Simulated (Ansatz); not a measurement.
A series of calculations on Pd16Cl

## 1. Relaxation

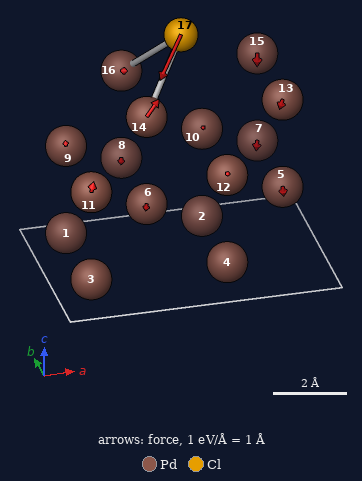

Starting geometry of a slab of composition Pd$_{16}$Cl with the computed forces as red arrows. Style: ball-and-stick. Shown: the cell of the calculation, outlined in the plane, without the vacuum (origin shifted), from a free direction.

It is Cl on Pd(110), set down by a guess. The run prepares the start of a later molecular dynamics calculation, from a guessed geometry. 4 atoms are held fixed.

Level of theory: DFT PBEsol, scalar-relativistic, plane waves, PAW (Ansatz 0.2.0). Settings: plane-wave cutoff 420 eV; k-point mesh 2 × 3 × 1; occupations fermi dirac; smearing width 0.05 eV; no spin polarisation; atoms relaxed in a fixed cell; force threshold 0.08 eV/Å; at most 25 steps.

Q: Is this structure relaxed? If not, where do the atoms go?

A: It isn't relaxed: the largest force vector, on Cl17, is 1.48 eV/Å. The final displacements follow the starting forces only in part (cosine between the two patterns 0.47). The energy falls by 0.701 eV per cell of the calculation in 9 geometry steps. The largest force component goes from 1.3 to 0.033 eV/Å. The atom that moves furthest is Cl17 (1.31 Å at 81° to the normal (−c side)). By element the largest moves are Cl 1.31 Å, Pd 0.21 Å. The lattice vectors keep their values. Among the contacts that change: Pd16–Cl17 2.941 → 2.307 Å, Pd14–Cl17 2.466 → 2.309 Å, Pd1–Pd5 2.751 → 2.670 Å, Pd11–Pd13 2.751 → 2.683 Å. Bond angles that change, for instance: Pd14–Cl17–Pd16 60.4° → 73.5°. Cost: 34 s on 4 threads of AMD EPYC 9R45 96-Core Processor (Zen 5) (shared host), peak memory 1.9 GiB.

Limits of the set-up: the cell has an odd number of electrons but was run without spin polarisation; the k-point mesh is coarse for a cell with partly filled bands; the program's low-accuracy preset was used; the periodic images lie only 5.5 Å apart, so the values are limited by the cell's size.

## 2. Dynamics

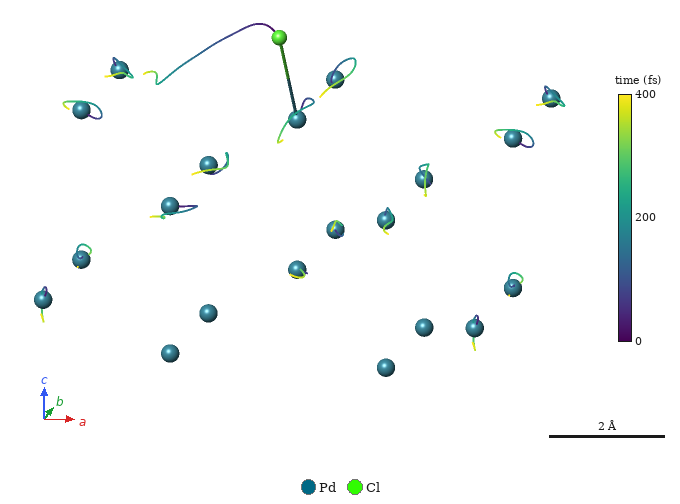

Molecular dynamics of Cl on Pd(110) (17 atoms in the cell), 400 fs long. Lines trace each atom's path, coloured by time; spheres stand at the starting positions. Fixed atoms have no trace. Seen slightly off an axis in the simulation cell, with the vacuum cut short.

The calculation used DFT PBEsol, scalar-relativistic, plane waves, PAW (Ansatz). Run with plane-wave cutoff 420 eV; k-point mesh 2 × 3 × 1; Fermi-Dirac smearing 0.05 eV; low-accuracy preset; 4 atoms held fixed; Nosé-Hoover thermostat (NVT); set temperature 900 K; time step 2 fs; thermostat time 10.0 fs.

What do the traces tell about the motion?

Answer. In the second half of the run the atoms are, in the root-mean-square, this far from where they began (common drift taken out): Cl 2.30 Å, Pd 0.53 Å. Against the typical shortest distance between atoms in the first frame, about 2.7 Å these are large excursions, but over 400 fs one can't yet tell strong vibration from the start of diffusion. 1 of the 13 free atoms end more than three quarters of that spacing from the start. The conserved quantity stays between 0 and 0.096 meV per atom of its start. A straight-line fit has a slope that amounts to +0.01 meV per atom over 400 fs (under 0.1 % of the mean kinetic energy), its mean offset in the second half is under 0.1 %, and the ripple about the line is 0.2 % of the kinetic energy's fluctuation. With a drift under 2 % and a ripple under 7 %, the integration is accurate. The thermostat's time constant is so short that it disturbs the motion.

Limits of the set-up: the cell has an odd number of electrons but was run without spin polarisation; the k-point mesh is coarse for a cell with partly filled bands; the program's low-accuracy preset was used; the periodic images lie only 5.5 Å apart, so the values are limited by the cell's size.

Cost: 8.9 min on 4 threads of AMD EPYC 9R45 96-Core Processor (Zen 5), on a shared host, peak memory 2.2 GiB.

## 3. Dynamics

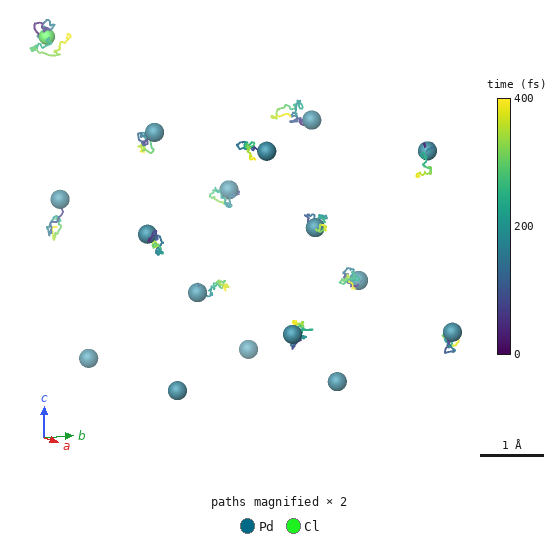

First-principles dynamics of Cl on Pd(110) (17 atoms in the cell), 400 fs long. It starts from the last geometry of an earlier run, with fresh velocities. Lines trace each atom's path, coloured by time; spheres stand at the starting positions. The excursions are magnified 2 times. Fixed atoms have no trace. Seen slightly off an axis in the simulation cell, with the vacuum cut short.

Method: Ansatz 0.2.0, DFT PBEsol, scalar-relativistic, plane waves, PAW. Settings: plane-wave cutoff 420 eV; k-point mesh 2 × 3 × 1; Fermi-Dirac smearing 0.05 eV; low-accuracy preset; 4 atoms held fixed; Langevin thermostat (NVT); set temperature 1800 K; time step 2 fs; friction 0.5 per fs.

How do the atoms move?

Root-mean-square distances from the starting positions over the second half, with the common drift of all atoms taken out: Cl 0.25 Å, Pd 0.19 Å. That is small against the typical shortest distance between atoms in the first frame, about 2.5 Å: the atoms vibrate about their sites and the arrangement holds. The mean temperature in the second half is 1827 K (standard deviation 408 K). The potential energy is still drifting at the end, so the run hasn't reached equilibrium. The potential energy in the second half lies on average 104 meV per atom above the first frame. The friction is so strong that the slow modes are overdamped, and the motion no longer resembles free dynamics.

Limits of the set-up: the cell has an odd number of electrons but was run without spin polarisation; the k-point mesh is coarse for a cell with partly filled bands; the program's low-accuracy preset was used; the periodic images lie only 5.5 Å apart, so the values are limited by the cell's size.
